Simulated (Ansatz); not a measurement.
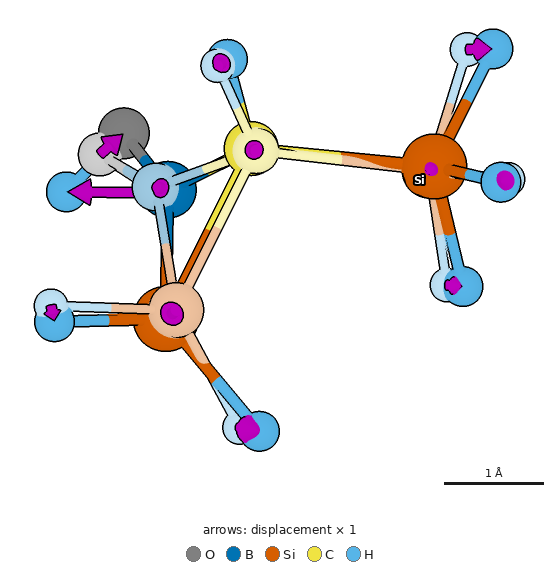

This is a relaxation of CH7BOSi2 (coarse preliminary run). The starting structure is drawn faded, the final one solid; purple arrows show the displacements, at their true length. The two geometries are superimposed by the best rigid fit.

The picture is a ball-and-stick view, seen from a free direction.

The start comes from a force field.

All numbers below come from Ansatz 0.2.0, RKS PBE-D4/def2-SVP.

The input:
```yaml
crystal:
  periodic: [false, false, false]
  atoms:
    - {symbol: O, position_ang: [-1.962300, 1.399100, 0.878200]}
    - {symbol: B, position_ang: [-0.996000, 0.404500, 0.735000]}
    - {symbol: Si, position_ang: [-0.466300, -1.549200, 0.539900]}
    - {symbol: C, position_ang: [0.585900, -0.033300, 0.616600]}
    - {symbol: Si, position_ang: [1.277500, 0.416700, -1.036600]}
    - {symbol: H, position_ang: [-2.231100, 1.708000, -0.067800]}
    - {symbol: H, position_ang: [-0.779300, -2.201100, 1.821300]}
    - {symbol: H, position_ang: [-0.920100, -1.990300, -0.748600]}
    - {symbol: H, position_ang: [1.113500, 0.132400, 1.583000]}
    - {symbol: H, position_ang: [1.641100, 1.849600, -0.971600]}
    - {symbol: H, position_ang: [0.311700, 0.185300, -2.092500]}
    - {symbol: H, position_ang: [2.502300, -0.376900, -1.223000]}
basis:
  gaussian: {orbitals: def2-SVP}
hamiltonian: {xc: pbe, dispersion: d4}
relax: {f_tol: 0.03, max_steps: 200}
```

Launched with:
```bash
ansatz run in.yaml --threads 4 --pin off --events-out ev --progress --plain --max-ram 10444MiB
```

Q: What did the optimiser do to the structure, and how much energy did it gain?

A: H6 moves most after the best rigid fit: 0.95 Å. Largest moves by element: H 0.95 Å, O 0.34 Å, Si 0.34 Å, B 0.22 Å, C 0.21 Å. Near-neighbour distances that change, for instance: Si3–C4 1.847 → 1.954 Å, B2–C4 1.646 → 1.541 Å, Si3–H8 1.436 → 1.502 Å, B2–Si3 2.034 → 1.969 Å. Bond angles that change, for instance: B2–Si3–H8 107.4° → 127.1°, B2–Si3–H7 106.7° → 120.7°, Si5–C4–H9 124.3° → 110.7°. Groups turn about O1–B2 by about 85°. Over 13 accepted moves (15 points after the start) the energy falls by 1.629 eV. The largest force component goes from 2.2 to 0.0071 eV/Å. The line search rejected the trial steps at points 9, 14 of the run. The forces were under the threshold at step 10, but the run went on from there. Cost: 24 s on 4 threads of Arm Neoverse V1, with other jobs on the host.
